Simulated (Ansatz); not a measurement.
# CH₃F₃SSn: one species, many methods

How much do the methods differ for CH₃F₃SSn? The plan is to run it at one geometry with functionals of several rungs and with coupled cluster. The yardstick is the atomisation energy at the CCSD(T) limit.

The runs use Ansatz 0.2.0, Gaussian basis; functionals in def2-TZVPP, the program's frozen cores in correlated methods.

Plan: LDA (SPW92), PBE-D4, revPBE-D4, BLYP-D4, r2SCAN-D4, B97M-V, PBE0-D4, B3LYP-D4, r2SCANh-D4, r2SCAN0-D4, HSE06-D4, BHLYP-D4, CAM-B3LYP-D4, LC-ωPBE, ωB97X-V, ωB97M-V, B2PLYP, PBE-QIDH; CCSD(T)/def2-SVP; CCSD(T)/def2-TZVPP; MP2/def2-QZVPP; extrapolation to the limit; RPA on PBE.

## 1. The geometry

All runs share one geometry, relaxed beforehand with PBE0-D4 in a triple-zeta def2 set. Sn takes the def2 core potential; no spin-orbit term is included.

SMILES `C[S][Sn]([F])([F])[F]`, 9 atoms, charge 0, spin multiplicity 1.

Atoms are counted from 1 here; the program's logs count them from 0.

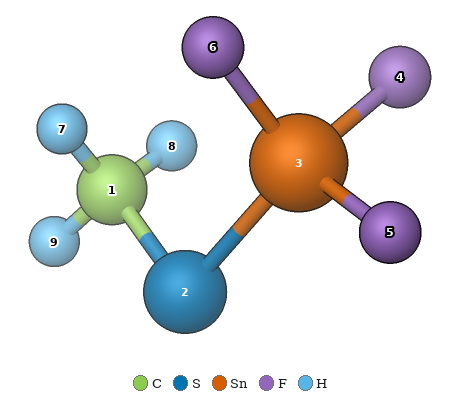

The structure; colours as in the key; atoms are numbered from 1 in the order of the file.

## 2. LDA

This LDA is Slater exchange with PW92 correlation.

The input, in.yaml:

```yaml
crystal:
  periodic: [false, false, false]
  atoms:
    - {symbol: C, position_ang: [-0.051424, -1.405400, 0.888702]}
    - {symbol: S, position_ang: [1.320596, -0.676340, -0.067701]}
    - {symbol: Sn, position_ang: [0.215837, 1.234135, -0.847406]}
    - {symbol: F, position_ang: [-1.312369, 0.854871, -1.904328]}
    - {symbol: F, position_ang: [1.308296, 2.370485, -1.891123]}
    - {symbol: F, position_ang: [-0.497274, 2.306219, 0.545282]}
    - {symbol: H, position_ang: [-0.371744, -0.745218, 1.692382]}
    - {symbol: H, position_ang: [-0.888187, -1.670405, 0.245364]}
    - {symbol: H, position_ang: [0.364767, -2.314848, 1.321730]}
basis:
  gaussian: {orbitals: def2-TZVPP}
hamiltonian: {xc: lda}
output: {orbitals: {seedname: orbitals}}
```

Command:

```console
$ ansatz run in.yaml --threads 4 --pin off --events-out ev --progress --plain --max-ram 11315MiB
```

Further steps of the session: PBE-D4 (GGA); revPBE-D4 (GGA); BLYP-D4 (GGA); r2SCAN-D4 (meta-GGA); B97M-V (meta-GGA); B3LYP-D4 (hybrid); r2SCANh-D4 (hybrid); r2SCAN0-D4 (hybrid); HSE06-D4 (hybrid); BHLYP-D4 (hybrid); CAM-B3LYP-D4 (range-separated); LC-ωPBE (range-separated); ωB97X-V (range-separated); ωB97M-V (range-separated); B2PLYP (double hybrid); PBE-QIDH (double hybrid); CCSD(T) in def2-SVP; CCSD(T) in def2-TZVPP; MP2 in def2-QZVPP; RPA on PBE orbitals.

Before running them: what should the planned runs give, taken together? Wanted: atomisation energy, CCSD(T)/CBS; farthest beyond LDA; mean size of error, GGA; mean size of error, meta-GGA; mean size of error, hybrid; mean size of error, range-separated; mean size of error, double hybrid; gap, smallest and largest; T1 diagnostic.

The runs gave:

| quantity | value |
| --- | --- |
| atomisation energy, CCSD(T)/CBS | 33.031 eV |
| functionals within 0.330 eV (1.0 %) | BLYP-D4, r2SCAN-D4, B97M-V, ωB97X-V |
| farthest beyond LDA | BHLYP-D4 (-2.094 eV) |
| mean size of error, GGA | 0.464 eV |
| mean size of error, meta-GGA | 0.116 eV |
| mean size of error, hybrid | 0.967 eV |
| mean size of error, range-separated | 0.318 eV |
| mean size of error, double hybrid | 0.856 eV |
| gap, smallest and largest | 3.13 eV (LDA (SPW92)), 10.65 eV (LC-ωPBE) |
| T1 diagnostic | 0.0142 |
| triples share of the correlation energy | 3.3 % |

What this shows: The LDA atomisation energy is off by 5.191 eV (16 %): it overbinds. PBE-D4 is off by +0.532 eV. Double hybrids carry the basis error of their MP2 part in triple zeta, and no dispersion term here, so their miss is partly the set-up's. The rungs meta-GGA, range-separated miss on average by less than the doubt on the reference (0.330 eV), so they tie. The reference freezes the cores and leaves out spin-orbit coupling and excitations past (T), and its outer-core shells are covered unevenly, so misses under about 0.330 eV can't be ranked. All levels share the lack of spin-orbit coupling, which lowers the free heavy atoms and so the true binding. Hartree-Fock recovers 68 % of the binding; the rest is correlation. CCSD(T) in def2-SVP is off by -3.002 eV, which most functionals beat. Orbital gaps span 3.1 to 10.6 eV; exact exchange widens them. Correlated methods include outer-core shells of Sn, which these sets cover unevenly.
